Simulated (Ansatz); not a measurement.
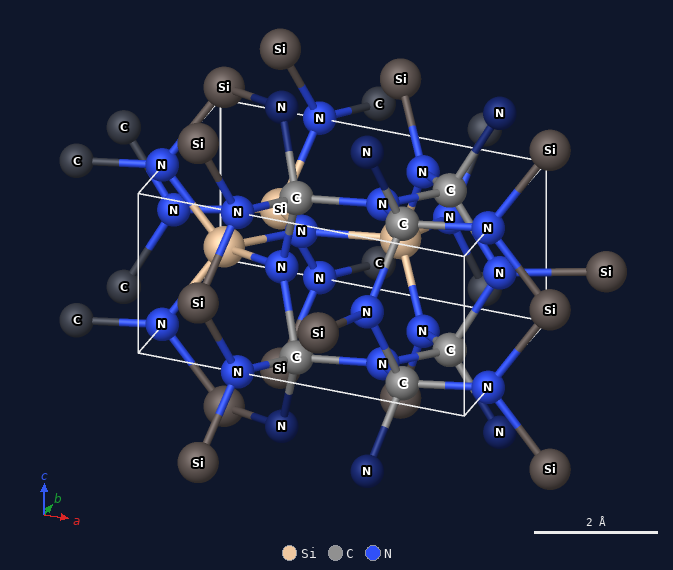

Drawn in the ball-and-stick manner and seen slightly off an axis. The lines enclose the conventional unit cell; boundary atoms appear with their images. Outside the box, the atoms bonded to those within are drawn, in fainter colours.

Si3C3N8, space group P-6 (No. 174), a = 7.042 Å, b = 7.042 Å, c = 2.668 Å, α = 90.00°, β = 90.00°, γ = 120.00°. Origin of the cell: a structure type filled with these elements by a generator (whether the compound takes this form wasn't checked). Earlier steps of the study may have refined or changed the cell and positions. It was run through Ansatz as a DFT input.

This one geometry was computed with Ansatz (DFT, plane waves, PAW) at four levels of theory: PBE, PBE0, r2SCAN and HSE06. It was relaxed beforehand with r2SCAN.

Q: Which level gives the highest pressure at this volume, and what does that say about its equilibrium volume?

A: Highest: PBE (5.7 GPa), which points to the largest equilibrium volume. Lowest, with the smallest volume: PBE0 (-3.2 GPa) and HSE06 (-3.1 GPa). Levels within 0.5 GPa of each other can't be told apart.

Q: How does the band gap change with the level of theory?

A: PBE: a gap of 2.29 eV, indirect; r2SCAN: a gap of 2.67 eV, indirect; HSE06: a gap of 3.78 eV, indirect; PBE0: a gap of 4.55 eV, indirect.

Q: Collect the results in a table.

A:
| level | cutoff (eV) | k-mesh of the run's cell | gap (eV) | pressure (GPa) |
| --- | --- | --- | --- | --- |
| PBE | 420 | 6×6×10 | 2.29 | 5.7 |
| PBE0 | 420 | 3×3×6 | 4.55 | -3.2 |
| r2SCAN | 500 | 6×6×10 | 2.67 | 0.0 |
| HSE06 | 420 | 3×3×6 | 3.78 | -3.1 |

Gaps are taken on the k-mesh or band path of each run.
